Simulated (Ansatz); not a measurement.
```csv
atom,x (Å),y (Å),z (Å)
W,0.3131,0.1673,-0.3961
H,0.2486,-0.7976,3.4418
H,1.9187,0.4737,-0.8688
H,-0.8454,0.5514,-1.5914
H,-0.8639,1.3237,-0.0034
O,0.0306,-1.5410,0.2830
H,-0.2012,-1.7309,1.2163
H,0.6618,-0.0042,-2.0570
O,1.0600,1.3344,1.0129
H,2.0350,1.2849,1.0401
H,0.4308,-0.1826,3.0132
```

Core potentials replace the inner electrons of W.

All numbers below come from RKS PBE/def2-SVP in Ansatz.

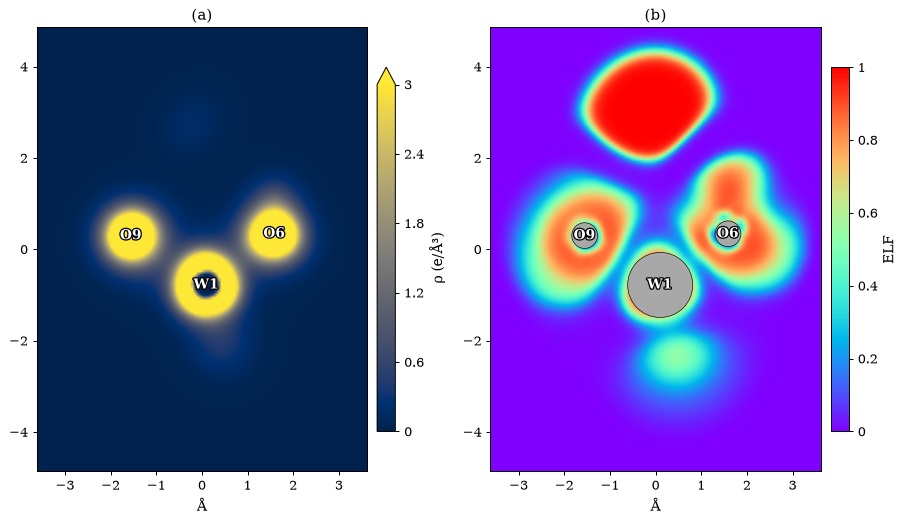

H$_{6}$O$_{2}$W···H$_{2}$. (a) electron density; (b) electron localisation function on the plane of atoms O6, W1 and O9. Grey discs cover the atomic cores in the ELF map.

> What do the fields say about this system?

The plane passes through W and O nuclei. W–O (1.86 Å): ρ at the midpoint is about 1.1 e/Å³; the ELF peaks at about 0.85 in the valence shell of O, 0.5 Å from its nucleus, and drops to about 0.30 between the two atoms. W–O (1.98 Å): ρ at the midpoint is about 0.91 e/Å³; the ELF peaks at about 0.85 in the valence shell of O, 0.6 Å from its nucleus, and drops to about 0.25 between the two atoms.
